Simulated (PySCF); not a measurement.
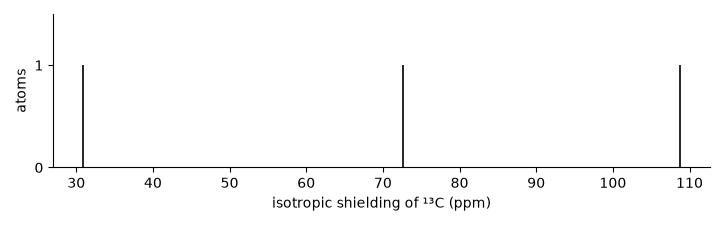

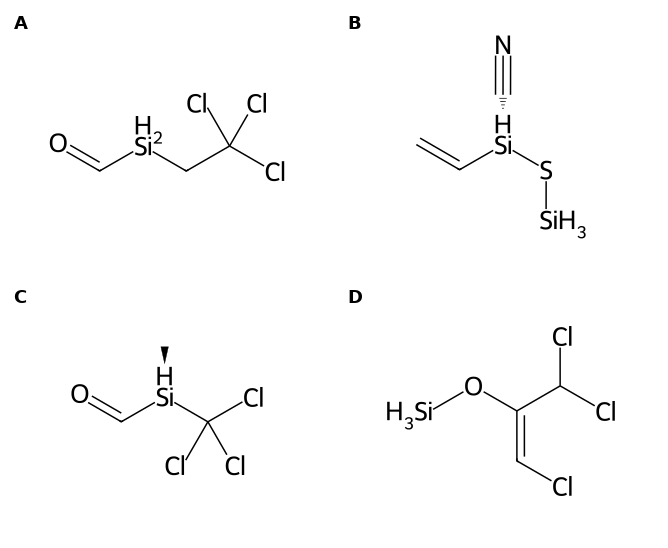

The sticks are computed shieldings of one of the molecules, for one fixed geometry (GFN2-xTB) without averaging over rotations. Low shielding means a high chemical shift. Method: GIAO PBE0/pcSseg-1 NMR shielding, non-relativistic, gas phase (PySCF 2.14.0).

### Which molecule gives this pattern?

D, `[SiH3]O/C(=C/Cl)C(Cl)Cl`. Its 3 C atoms give lines at 30.9, 72.7, 108.7 ppm.

The geometry is semi-empirical. Around Si such bond lengths and angles can be off by a tenth of an ångström or more and by several degrees, and values that hang on the shape move with them.
